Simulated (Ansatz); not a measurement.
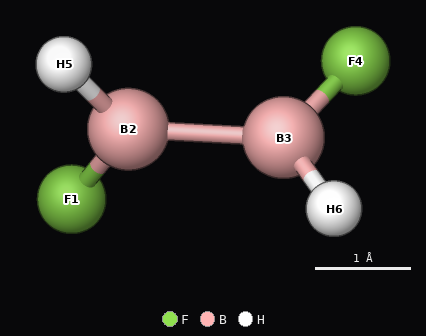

**Figure 1.** The structure (ball-and-stick view, seen on its broad side; atoms are numbered from 1 in the order of the input).

Single-point calculation, with input and output: B2H2F2 (charge +1)

B2H2F2, charge +1, multiplicity 2, computed with UKS PBE/def2-SVP (Ansatz 0.2.0).

Some settings of this run were made unusual or wrong on purpose. The geometry comes from this level: PBE0-D4/def2-TZVP.

### Input
```yaml
crystal:
  periodic: [false, false, false]
  atoms:
    - {symbol: F, position_ang: [-0.916822, 0.752012, -1.382365]}
    - {symbol: B, position_ang: [-0.174065, 0.715419, -0.349465]}
    - {symbol: B, position_ang: [0.177994, -0.718923, 0.372989]}
    - {symbol: F, position_ang: [1.249590, -1.341271, 0.082696]}
    - {symbol: H, position_ang: [0.188387, 1.740408, 0.046765]}
    - {symbol: H, position_ang: [-0.484763, -1.208989, 1.185124]}
basis:
  gaussian: {orbitals: def2-SVP, final_grid: {core_spheres: 1, valence_spheres: 1, degree: 5}}
total_charge: 1
magnetization: {spin_polarized: true, initial_magnetization: 1}
hamiltonian: {xc: {name: PBE}}
```

Launch command:
```bash
ansatz run in.yaml --threads 2 --pin off --events-out ev --progress --plain --max-ram 4352MiB
```

### The program's output
```
Functional definition: PBE
  name "PBE"
  cite "Perdew, Burke & Ernzerhof, Phys. Rev. Lett. 77, 3865 (1996) doi:10.1103/PhysRevLett.77.3865"
  parent pbe
  parameter kappa = 0.804
  parameter beta = 0.06672455060314922
  exchange = pbe_x(kappa = kappa, mu = beta*pi^2/3)
  correlation = pbe_c(beta = beta)
720 factors; their error is unknown
mean field evaluation 1: about -6788.9088 eV, gradient 5.2e1 eV
mean field evaluation 2: about -6732.3144 eV, gradient 1.4e2 eV
mean field evaluation 4: about -6797.1167 eV, gradient 5.1e0 eV
mean field evaluation 8: about -6774.4891 eV, gradient 3.3e1 eV
mean field evaluation 16: about -6777.8050 eV, gradient 1.0e-1 eV
mean field evaluation 32: about -6777.8049 eV, gradient 3.0e-3 eV
mean field -6777.80489853 eV, -249.0797358598 hartree, gradient 3.4e-5 eV, S^2 0.752244; 0 other end points of the search recorded, 0 dependent functions left out
reference -6777.80500852 eV, -249.0797399020 hartree; 15, 14 occupied and 51, 52 virtual orbitals, 720 factors
Total energy: -6777.80500852 eV, -249.0797399020 hartree
```

### What the run reported

- outcome: converged
- total energy: −6777.8050 eV
- ⟨S²⟩: 0.752
- SCF solution under orbital rotations: stable
- hardware: 2 threads of Arm Neoverse V2, 23 GiB of memory available, shared host
- peak memory: 0.09 GiB

This input holds a deliberate fault: grid. The program still converged, but the numbers can't be taken as results for the intended system.
